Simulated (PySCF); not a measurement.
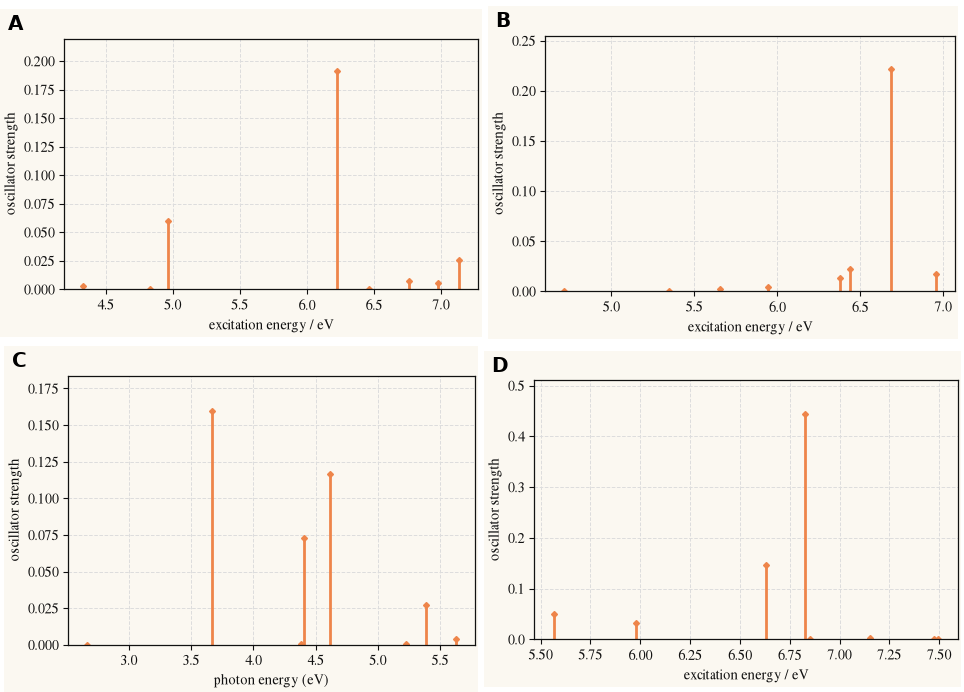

Vertical TDDFT excitations, B3LYP/def2-SVPD with PySCF 2.14.0, at a GFN2-xTB geometry (no frequency check), gas phase. Each panel shows the lowest singlet states that were computed.

> Which panel belongs to which molecule?
1. C₅H₇NOSSi, SMILES [SiH3]Nc1coccc1=S
2. C₅H₇N₃O, SMILES CC(=O)n1cc(C)nn1
3. C₃H₅BrO₂, SMILES COCC(=O)Br
4. C₄H₅BF₂NS⁺, SMILES C[n+]1cscc1B(F)F

A: 2 (S1 at 4.33 eV, brightest at 6.22 eV)
B: 3 (S1 at 4.71 eV, brightest at 6.69 eV)
C: 1 (S1 at 2.66 eV, brightest at 3.67 eV)
D: 4 (S1 at 5.57 eV, brightest at 6.82 eV)

Limits of at least one run: core orbitals are frozen in the response; one conformer of a flexible molecule; spin-orbit coupling is left out, and with Br it can shift these levels and split any degenerate set; the tight-binding geometry is rougher than a DFT one and adds to the error.
